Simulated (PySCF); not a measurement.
SMILES C=CCC, GFN2-xTB optimised geometry. Atoms within 1.6 Å of the plane z = 0.0 Å (x, y, z in Å): C1 (1.41, -1.27, 0.92), C2 (0.65, -0.70, 0.00), C3 (-0.84, -0.70, 0.00), C4 (-1.39, 0.72, 0.00), H5 (2.48, -1.24, 0.89), H7 (1.11, -0.18, -0.83), H8 (-1.20, -1.22, -0.90), H9 (-1.21, -1.24, 0.87), H10 (-1.06, 1.26, 0.89), H11 (-2.48, 0.71, -0.01), H12 (-1.05, 1.27, -0.88).

Level of theory: CAM-B3LYP/def2-TZVP run with PySCF. Cells within 0.4 Å of a nucleus heavier than hydrogen are left out (blank, or x).

Map of the deformation density (molecule minus spherical neutral atoms) (e/bohr³) on the plane z = 0.0 Å:

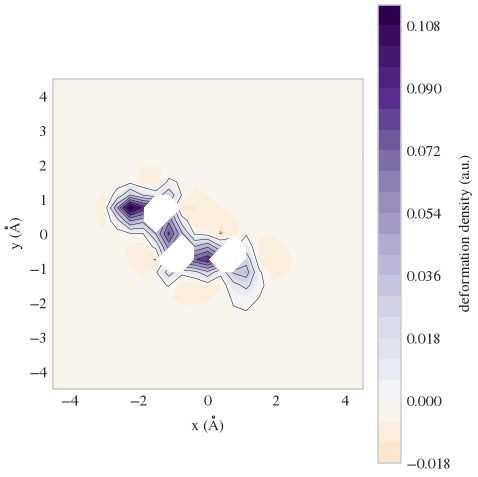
Fig. 1. Deformation density (molecule minus spherical neutral atoms) (e/bohr³) on the plane z = 0.0 Å.
